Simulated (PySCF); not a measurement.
# C2H8AlFS: NMR shifts at several levels of theory

How much do the NMR shifts of C2H8AlFS (`C[S+](C)[AlH2-][F]`) depend on the level of theory, and what does each level cost?

Computed with PySCF 2.14.0, with density-fitted response routines of our own, on a single molecule in the gas phase. Atoms are numbered from 0 throughout.

### 1 Starting geometry

13 atoms, charge 0, multiplicity 1; geometry from: GFN2-xTB. The atoms were then displaced at random by about 0.01 Å, so the start is not that level's minimum.

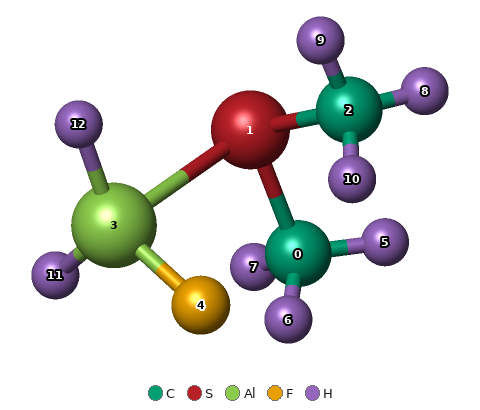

As it starts; carbon teal, sulfur red, aluminium green, fluorine amber, hydrogen purple, atoms numbered.

### 2 Relaxing the molecule at PBE0-D3(BJ)/def2-SVP

The job: settings as JSON, then the geometry in Å.

```
{"job": {"xc": "PBE0", "basis": "def2-SVP", "d3": "d3bj", "grid": 1, "shake": 0.01, "kind": "geom"}, "charge": 0, "multiplicity": 1}
C     -0.862740    -1.352780    -0.396390
S     -0.373160    -0.275590     0.978710
C     -0.960010     1.342130     0.371910
Al     1.996860    -0.048140     0.127190
F      1.598990     0.563060    -1.376980
H     -1.941130    -1.153610    -0.600510
H     -0.273140    -1.118770    -1.284530
H     -0.709310    -2.348810    -0.091460
H     -2.027150     1.346240     0.365280
H     -0.596510     2.083090     1.104960
H     -0.530240     1.551420    -0.591230
H      2.275100    -1.561910     0.186080
H      2.408270     0.956760     1.196650
```

Command:

```sh
$ OMP_NUM_THREADS=1 python probes_run.py task.json out
```

The driver reads the jobs from task.json and runs them one after another.

The program printed:

```text
step   0  E = -820.77948861  max force = 0.038353
step   1  E = -820.78683375  max force = 0.007886
step   2  E = -820.78735364  max force = 0.001815
step   3  E = -820.78753542  max force = 0.001557
step   4  E = -820.78762679  max force = 0.001780
step   5  E = -820.78768445  max force = 0.001123
step   6  E = -820.78770540  max force = 0.000593
step   7  E = -820.78771000  max force = 0.000332
optimisation converged
```

Wall time 45 s (1 thread of Arm Neoverse V1, shared host); peak memory 0.52 GiB.

The steps of the relaxation:

```csv
step,energy from step 0 (eV),largest force component (eV/Å)
0,0.0000,1.9722
1,-0.1999,0.4055
2,-0.2140,0.0933
3,-0.2190,0.0801
4,-0.2215,0.0915
5,-0.2230,0.0577
6,-0.2236,0.0305
7,-0.2237,0.0171
```

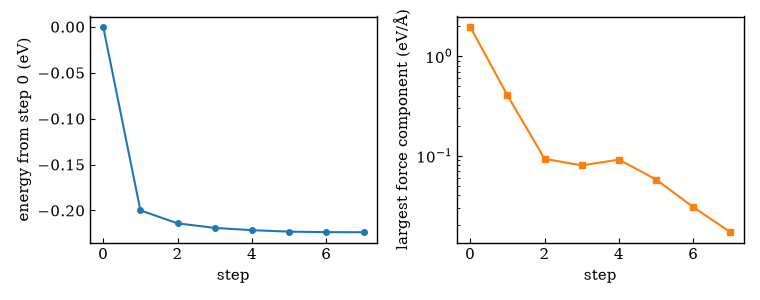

Energy and largest force along the relaxation.

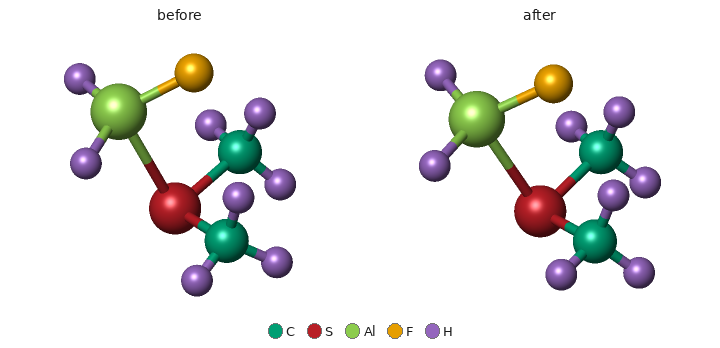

Before and after, at one scale.

Close pairs (by a distance rule), those that changed most:

```csv
bond,before (Å),after (Å),change (Å)
Al3–H12,1.524,1.593,+0.069
S1–Al3,2.529,2.474,-0.055
Al3–H11,1.540,1.593,+0.053
C0–H7,1.053,1.098,+0.046
Al3–F4,1.672,1.704,+0.032
C2–H8,1.067,1.098,+0.031
C2–H10,1.075,1.099,+0.024
C0–H5,1.115,1.098,-0.017
```

The final coordinates are the input of the step that follows.

```csv
at the end point,value
point group (found at 0.08 Å tolerance),Cs
"rotational constants (GHz, main isotopes)","3.935, 2.030, 1.963"
dipole moment (D),4.30
```

### 3 Shielding tensors: PBE0/6-31G*

The job: settings as JSON, then the geometry in Å.

```
{"job": {"kind": "nmr", "xc": "PBE0", "basis": "6-31G*", "pop": true}, "charge": 0, "multiplicity": 1}
C     -0.936040    -1.303124    -0.472254
S     -0.419015    -0.292210     0.936193
C     -0.921307     1.347621     0.362918
Al     1.955208    -0.100325     0.269362
F      1.545857     0.399234    -1.307635
H     -2.030975    -1.289174    -0.556608
H     -0.453520    -0.922499    -1.383064
H     -0.594007    -2.327228    -0.270189
H     -2.016366     1.396110     0.291768
H     -0.567548     2.068609     1.111913
H     -0.442393     1.551968    -0.604759
H      2.432144    -1.616145     0.379710
H      2.454445     1.069879     1.228307
```

Method: GIAO PBE0/6-31G* NMR shielding, non-relativistic, gas phase.

The program printed:

```text
coarse grid: 11472 points
cycle   1  E = -821.0456059091  dE =  3.679e-02  |g| = 6.346e-01  |ddm| = 2.989e+00
cycle   2  E = -820.9386894088  dE =  1.069e-01  |g| = 1.038e+00  |ddm| = 1.356e+00
cycle   3  E = -821.1188716772  dE = -1.802e-01  |g| = 5.161e-02  |ddm| = 8.818e-01
cycle   4  E = -821.1194087576  dE = -5.371e-04  |g| = 2.445e-02  |ddm| = 6.830e-02
cycle   5  E = -821.1195488946  dE = -1.401e-04  |g| = 5.908e-03  |ddm| = 2.327e-02
cycle   6  E = -821.1195593234  dE = -1.043e-05  |g| = 8.978e-04  |ddm| = 8.269e-03
cycle   7  E = -821.1195595732  dE = -2.498e-07  |g| = 1.865e-04  |ddm| = 1.520e-03
final grid: 100632 points
cycle   8  E = -821.0741239972  dE = -1.228e-05  |g| = 7.548e-03  |ddm| = 1.926e-02
cycle   9  E = -821.0741168389  dE =  7.158e-06  |g| = 9.204e-03  |ddm| = 1.495e-02
cycle  10  E = -821.0741391919  dE = -2.235e-05  |g| = 3.116e-04  |ddm| = 8.417e-03
cycle  11  E = -821.0741392232  dE = -3.125e-08  |g| = 4.856e-05  |ddm| = 4.890e-04
cycle  12  E = -821.0741392237  dE = -5.202e-10  |g| = 2.669e-05  |ddm| = 7.749e-05
converged SCF energy = -821.0741392237

GIAO shielding tensors (ppm)
atom      isotropic    diamagn.    paramagn.     s11        s22        s33       span
  0 C      175.104     255.088     -79.984    159.608    169.265    196.439     36.831
  1 S      617.520    1057.487    -439.967    503.663    611.209    737.689    234.026
  2 C      175.222     255.076     -79.854    159.769    169.406    196.491     36.723
  3 Al     485.287     795.474    -310.187    429.843    482.686    543.332    113.489
  4 F      382.080     467.213     -85.133    349.717    392.406    404.117     54.400
  5 H       30.132      30.549      -0.417     25.077     27.841     37.479     12.402
  6 H       29.219      30.891      -1.672     23.161     29.759     34.737     11.577
  7 H       30.081      30.500      -0.419     25.475     26.844     37.923     12.449
  8 H       30.129      30.542      -0.413     25.068     27.836     37.483     12.414
  9 H       30.089      30.504      -0.415     25.477     26.853     37.937     12.460
 10 H       29.229      30.892      -1.663     23.180     29.750     34.757     11.577
 11 H       27.086      28.910      -1.824     23.902     24.853     32.504      8.602
 12 H       27.082      28.901      -1.819     23.901     24.845     32.501      8.601
```

Wall time 8.9 s (1 thread of Arm Neoverse V1, shared host); peak memory 0.55 GiB.

The references, computed at this level on geometries of the same kind, shield at (ppm): ¹H TMS 31.96, ¹³C TMS 194.1, ¹⁹F CFCl3 198.9, ³³S CS2 546, ²⁷Al AlH4- 535.8. Their shielding less the atom's gives the shift. The references are single molecules in the gas phase, so shifts against H2O, NH3, PH3, H3PO4 or CFCl3 are not on the usual liquid scales and can be off by tens of ppm. Shifts against hydride references such as AlH4− lie on their own scale. Atoms listed in one row are averaged.

```csv
atoms,environment,σ (ppm),δ (ppm)
"C0, C2",methyl carbon bonded to S,175.2,19.0
"H11, H12","hydrogen on an aluminium bonded to F, S",27.08,4.88
"H5, H6, H7, H8, H9, H10",hydrogen on a methyl carbon bonded to S,29.81,2.15
S1,"sulfur bonded to 2 C, Al",618,-72
Al3,"aluminium bonded to F, S, 2 H",485.3,50.5
F4,fluorine bonded to Al,382.1,-183.2
```

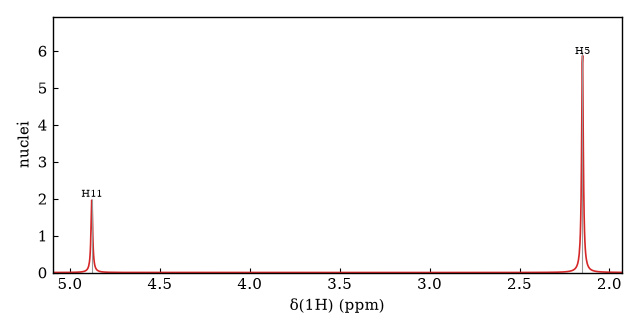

¹H lines at the computed shifts, without couplings. Lines are broadened to a width of 0.01 ppm (Lorentzian).

Charges from the same density, by scheme (e):

```csv
atoms,Mulliken,IAO,Hirshfeld,ESP fit
"C0, C2",-0.70,-0.51,-0.08,-0.48
S1,0.18,0.28,0.12,0.00
Al3,0.56,0.74,0.34,0.67
F4,-0.49,-0.60,-0.31,-0.39
```

Mulliken charges:

C0 -0.70; S1 0.18; C2 -0.70; Al3 0.56; F4 -0.49; H5 0.22; H6 0.26; H7 0.24; H8 0.22; H9 0.24; H10 0.26; H11 -0.14; H12 -0.14

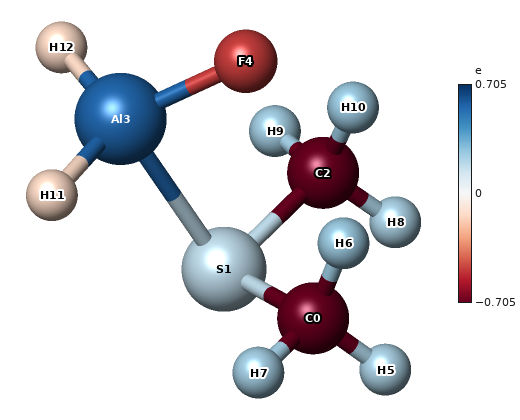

Mulliken charges, as colours on the atoms.

Mayer bond orders: C0–S1 0.96, S1–C2 0.96, S1–Al3 0.40, Al3–F4 0.80.

### 4 NMR shieldings: PBE0/6-311+G(2d,p)

Same as in step 3 but for these lines:

```diff
@@ -1,2 +1,2 @@
-{"job": {"kind": "nmr", "xc": "PBE0", "basis": "6-31G*", "pop": true}, "charge": 0, "multiplicity": 1}
+{"job": {"kind": "nmr", "xc": "PBE0", "basis": "6-311+G(2d,p)", "pop": true}, "charge": 0, "multiplicity": 1}
 C     -0.936040    -1.303124    -0.472254
```

Method: GIAO PBE0/6-311+G(2d,p) NMR shielding, non-relativistic, gas phase.

The program printed:

```text
coarse grid: 11472 points
cycle   1  E = -821.1160945317  dE =  8.309e-03  |g| = 6.643e-01  |ddm| = 2.827e+00
cycle   2  E = -820.9856205099  dE =  1.305e-01  |g| = 1.144e+00  |ddm| = 1.279e+00
cycle   3  E = -821.1897675499  dE = -2.041e-01  |g| = 6.601e-02  |ddm| = 7.481e-01
cycle   4  E = -821.1904601072  dE = -6.926e-04  |g| = 3.012e-02  |ddm| = 8.318e-02
cycle   5  E = -821.1906478192  dE = -1.877e-04  |g| = 8.055e-03  |ddm| = 2.966e-02
cycle   6  E = -821.1906645543  dE = -1.674e-05  |g| = 1.621e-03  |ddm| = 1.201e-02
cycle   7  E = -821.1906652147  dE = -6.604e-07  |g| = 2.735e-04  |ddm| = 2.577e-03
final grid: 100632 points
cycle   8  E = -821.1957390670  dE = -4.178e-05  |g| = 8.653e-03  |ddm| = 7.134e-02
cycle   9  E = -821.1957297560  dE =  9.311e-06  |g| = 1.059e-02  |ddm| = 1.387e-02
cycle  10  E = -821.1957539929  dE = -2.424e-05  |g| = 9.128e-04  |ddm| = 8.340e-03
cycle  11  E = -821.1957541556  dE = -1.627e-07  |g| = 2.558e-04  |ddm| = 1.039e-03
cycle  12  E = -821.1957541653  dE = -9.747e-09  |g| = 8.780e-05  |ddm| = 2.453e-04
cycle  13  E = -821.1957541669  dE = -1.565e-09  |g| = 1.283e-05  |ddm| = 1.005e-04
cycle  14  E = -821.1957541669  dE = -3.320e-11  |g| = 2.167e-06  |ddm| = 2.053e-05
converged SCF energy = -821.1957541669

GIAO shielding tensors (ppm)
atom      isotropic    diamagn.    paramagn.     s11        s22        s33       span
  0 C      165.655     251.334     -85.678    148.634    160.692    187.640     39.007
  1 S      568.770    1055.575    -486.806    449.428    564.534    692.346    242.918
  2 C      165.778     251.310     -85.532    148.802    160.835    187.697     38.895
  3 Al     440.348     791.458    -351.110    379.848    429.903    511.293    131.445
  4 F      387.531     474.867     -87.336    360.528    382.128    419.937     59.409
  5 H       29.508      30.668      -1.161     24.549     27.086     36.889     12.340
  6 H       28.433      32.624      -4.192     22.579     29.012     33.707     11.128
  7 H       29.492      30.341      -0.849     24.942     26.278     37.257     12.315
  8 H       29.504      30.658      -1.154     24.538     27.081     36.894     12.355
  9 H       29.501      30.344      -0.843     24.945     26.289     37.270     12.325
 10 H       28.446      32.625      -4.180     22.602     29.004     33.731     11.129
 11 H       26.997      28.562      -1.565     23.987     24.954     32.051      8.064
 12 H       26.992      28.551      -1.559     23.983     24.945     32.048      8.065
```

Wall time 25 s (1 thread of Arm Neoverse V1, shared host); peak memory 0.93 GiB.

This run: δ C0 20.7, S1 -62, Al3 52.1, F4 -212.8, H11 4.52, H5 2.36 ppm (means over like atoms).

### 5 NMR shieldings: PBE0/def2-SVP

Same as in step 4 but for these lines:

```diff
@@ -1,2 +1,2 @@
-{"job": {"kind": "nmr", "xc": "PBE0", "basis": "6-311+G(2d,p)", "pop": true}, "charge": 0, "multiplicity": 1}
+{"job": {"kind": "nmr", "xc": "PBE0", "basis": "def2-SVP", "pop": true}, "charge": 0, "multiplicity": 1}
 C     -0.936040    -1.303124    -0.472254
```

Method: GIAO PBE0/def2-SVP NMR shielding, non-relativistic, gas phase.

The program printed:

```text
coarse grid: 11472 points
cycle   1  E = -820.6137763183  dE =  6.767e-03  |g| = 6.149e-01  |ddm| = 3.302e+00
cycle   2  E = -820.5101059981  dE =  1.037e-01  |g| = 1.016e+00  |ddm| = 1.459e+00
cycle   3  E = -820.6841403546  dE = -1.740e-01  |g| = 4.579e-02  |ddm| = 9.627e-01
cycle   4  E = -820.6845850945  dE = -4.447e-04  |g| = 2.167e-02  |ddm| = 6.491e-02
cycle   5  E = -820.6846940635  dE = -1.090e-04  |g| = 5.819e-03  |ddm| = 2.265e-02
cycle   6  E = -820.6847039077  dE = -9.844e-06  |g| = 9.058e-04  |ddm| = 7.675e-03
final grid: 100632 points
cycle   7  E = -820.7776442432  dE = -1.475e-05  |g| = 7.672e-03  |ddm| = 2.248e-02
cycle   8  E = -820.7776359634  dE =  8.280e-06  |g| = 9.460e-03  |ddm| = 1.564e-02
cycle   9  E = -820.7776595519  dE = -2.359e-05  |g| = 2.750e-04  |ddm| = 8.883e-03
cycle  10  E = -820.7776595741  dE = -2.223e-08  |g| = 8.436e-05  |ddm| = 3.971e-04
cycle  11  E = -820.7776595751  dE = -1.019e-09  |g| = 4.538e-05  |ddm| = 1.026e-04
cycle  12  E = -820.7776595754  dE = -3.456e-10  |g| = 4.759e-06  |ddm| = 3.803e-05
converged SCF energy = -820.7776595754

GIAO shielding tensors (ppm)
atom      isotropic    diamagn.    paramagn.     s11        s22        s33       span
  0 C      174.188     248.896     -74.708    157.300    168.710    196.553     39.254
  1 S      648.063    1057.141    -409.078    533.321    649.278    761.590    228.268
  2 C      174.311     248.877     -74.566    157.468    168.859    196.605     39.137
  3 Al     471.833     794.315    -322.482    416.236    463.809    535.455    119.220
  4 F      387.411     468.615     -81.204    354.799    393.997    413.437     58.638
  5 H       29.579      29.999      -0.420     24.311     27.021     37.405     13.094
  6 H       28.495      30.795      -2.301     22.484     28.920     34.080     11.596
  7 H       29.581      30.023      -0.443     24.695     26.234     37.813     13.118
  8 H       29.575      29.988      -0.412     24.302     27.016     37.408     13.106
  9 H       29.590      30.025      -0.436     24.699     26.244     37.826     13.126
 10 H       28.508      30.793      -2.285     22.507     28.911     34.105     11.598
 11 H       27.120      29.330      -2.210     23.970     25.072     32.318      8.348
 12 H       27.116      29.321      -2.205     23.967     25.064     32.315      8.348
```

Run time: 11 s. Hardware: 1 thread of Arm Neoverse V1, shared host; peak memory 0.64 GiB.

Key values: δ C0 19.5, S1 -81, Al3 44.3, F4 -172.8, H11 4.22, H5 2.12 ppm (means over like atoms).

### 6 NMR shieldings: PBE0/def2-TZVP

Same as in step 5 but for these lines:

```diff
@@ -1,2 +1,2 @@
-{"job": {"kind": "nmr", "xc": "PBE0", "basis": "def2-SVP", "pop": true}, "charge": 0, "multiplicity": 1}
+{"job": {"kind": "nmr", "xc": "PBE0", "basis": "def2-TZVP", "pop": true}, "charge": 0, "multiplicity": 1}
 C     -0.936040    -1.303124    -0.472254
```

Level: GIAO PBE0/def2-TZVP NMR shielding, non-relativistic, gas phase.

The program printed:

```text
coarse grid: 11472 points
cycle   1  E = -821.1418266697  dE =  1.686e-02  |g| = 6.556e-01  |ddm| = 2.523e+00
cycle   2  E = -821.0158338523  dE =  1.260e-01  |g| = 1.137e+00  |ddm| = 1.051e+00
cycle   3  E = -821.2158391024  dE = -2.000e-01  |g| = 5.847e-02  |ddm| = 6.994e-01
cycle   4  E = -821.2164216667  dE = -5.826e-04  |g| = 2.937e-02  |ddm| = 5.381e-02
cycle   5  E = -821.2166024450  dE = -1.808e-04  |g| = 7.541e-03  |ddm| = 2.022e-02
cycle   6  E = -821.2166171673  dE = -1.472e-05  |g| = 1.573e-03  |ddm| = 6.210e-03
cycle   7  E = -821.2166178091  dE = -6.418e-07  |g| = 2.893e-04  |ddm| = 1.428e-03
final grid: 100632 points
cycle   8  E = -821.2159794738  dE = -5.014e-05  |g| = 8.620e-03  |ddm| = 3.187e-02
cycle   9  E = -821.2159704029  dE =  9.071e-06  |g| = 1.047e-02  |ddm| = 1.075e-02
cycle  10  E = -821.2159942139  dE = -2.381e-05  |g| = 9.100e-04  |ddm| = 6.477e-03
cycle  11  E = -821.2159943774  dE = -1.635e-07  |g| = 2.716e-04  |ddm| = 6.455e-04
cycle  12  E = -821.2159943880  dE = -1.053e-08  |g| = 9.419e-05  |ddm| = 1.789e-04
cycle  13  E = -821.2159943898  dE = -1.826e-09  |g| = 1.375e-05  |ddm| = 6.363e-05
cycle  14  E = -821.2159943898  dE = -4.070e-11  |g| = 2.272e-06  |ddm| = 9.903e-06
converged SCF energy = -821.2159943898

GIAO shielding tensors (ppm)
atom      isotropic    diamagn.    paramagn.     s11        s22        s33       span
  0 C      165.722     248.817     -83.095    148.505    161.048    187.613     39.107
  1 S      549.648    1055.969    -506.321    423.236    543.601    682.108    258.872
  2 C      165.850     248.801     -82.952    148.682    161.197    187.670     38.988
  3 Al     441.180     797.321    -356.141    379.094    432.024    512.421    133.326
  4 F      378.397     467.688     -89.290    346.224    375.295    413.672     67.448
  5 H       29.560      29.556       0.005     24.642     27.182     36.857     12.215
  6 H       28.525      30.513      -1.988     22.761     29.111     33.703     10.942
  7 H       29.522      29.714      -0.192     25.005     26.284     37.276     12.272
  8 H       29.557      29.549       0.009     24.632     27.177     36.862     12.230
  9 H       29.531      29.719      -0.188     25.008     26.295     37.289     12.281
 10 H       28.538      30.509      -1.971     22.784     29.104     33.727     10.943
 11 H       26.977      29.311      -2.333     23.977     24.881     32.073      8.096
 12 H       26.972      29.302      -2.329     23.974     24.872     32.071      8.096
```

Wall time 28 s (1 thread of Arm Neoverse V1, shared host); peak memory 0.91 GiB.

In short: δ C0 20.9, S1 -58, Al3 47.3, F4 -199.5, H11 4.51, H5 2.28 ppm (means over like atoms).

### 7 NMR shieldings: PBE0/cc-pVDZ

Same as in step 6 but for these lines:

```diff
@@ -1,2 +1,2 @@
-{"job": {"kind": "nmr", "xc": "PBE0", "basis": "def2-TZVP", "pop": true}, "charge": 0, "multiplicity": 1}
+{"job": {"kind": "nmr", "xc": "PBE0", "basis": "cc-pVDZ", "pop": true}, "charge": 0, "multiplicity": 1}
 C     -0.936040    -1.303124    -0.472254
```

Level: GIAO PBE0/cc-pVDZ NMR shielding, non-relativistic, gas phase.

The program printed:

```text
coarse grid: 11472 points
cycle   1  E = -821.0331935525  dE =  8.258e-02  |g| = 6.241e-01  |ddm| = 5.967e+00
cycle   2  E = -820.9194176602  dE =  1.138e-01  |g| = 1.052e+00  |ddm| = 2.382e+00
cycle   3  E = -821.1055006304  dE = -1.861e-01  |g| = 4.793e-02  |ddm| = 1.460e+00
cycle   4  E = -821.1060008772  dE = -5.002e-04  |g| = 2.296e-02  |ddm| = 1.348e-01
cycle   5  E = -821.1061226467  dE = -1.218e-04  |g| = 5.905e-03  |ddm| = 4.617e-02
cycle   6  E = -821.1061329917  dE = -1.035e-05  |g| = 1.040e-03  |ddm| = 1.149e-02
cycle   7  E = -821.1061333295  dE = -3.378e-07  |g| = 1.481e-04  |ddm| = 2.132e-03
final grid: 100632 points
cycle   8  E = -821.1174087677  dE = -1.386e-05  |g| = 7.591e-03  |ddm| = 4.661e-02
cycle   9  E = -821.1174012466  dE =  7.521e-06  |g| = 9.268e-03  |ddm| = 2.874e-02
cycle  10  E = -821.1174236632  dE = -2.242e-05  |g| = 4.246e-04  |ddm| = 1.590e-02
cycle  11  E = -821.1174237212  dE = -5.804e-08  |g| = 9.775e-05  |ddm| = 9.386e-04
cycle  12  E = -821.1174237225  dE = -1.293e-09  |g| = 5.501e-05  |ddm| = 1.909e-04
cycle  13  E = -821.1174237230  dE = -5.080e-10  |g| = 6.035e-06  |ddm| = 7.493e-05
converged SCF energy = -821.1174237230

GIAO shielding tensors (ppm)
atom      isotropic    diamagn.    paramagn.     s11        s22        s33       span
  0 C      176.015     249.263     -73.248    159.046    170.320    198.679     39.633
  1 S      624.571    1058.789    -434.218    515.097    624.061    734.555    219.458
  2 C      176.139     249.250     -73.110    159.221    170.464    198.733     39.512
  3 Al     491.902     796.828    -304.926    442.860    483.564    549.282    106.422
  4 F      387.892     469.804     -81.911    349.665    393.713    420.299     70.634
  5 H       29.463      29.953      -0.490     24.394     26.916     37.078     12.684
  6 H       28.337      31.028      -2.691     22.357     28.873     33.780     11.423
  7 H       29.396      29.938      -0.542     24.680     26.124     37.382     12.703
  8 H       29.460      29.942      -0.483     24.385     26.912     37.083     12.698
  9 H       29.404      29.943      -0.538     24.684     26.134     37.395     12.712
 10 H       28.350      31.026      -2.677     22.380     28.864     33.807     11.427
 11 H       26.989      29.452      -2.462     23.788     24.771     32.409      8.621
 12 H       26.984      29.442      -2.458     23.784     24.762     32.405      8.621
```

Wall time 12 s (1 thread of Arm Neoverse V1, shared host); peak memory 0.66 GiB.

Key values: δ C0 20.7, S1 -76, Al3 46.7, F4 -187.0, H11 4.30, H5 2.22 ppm (means over like atoms).

[end of part 1 of 2]
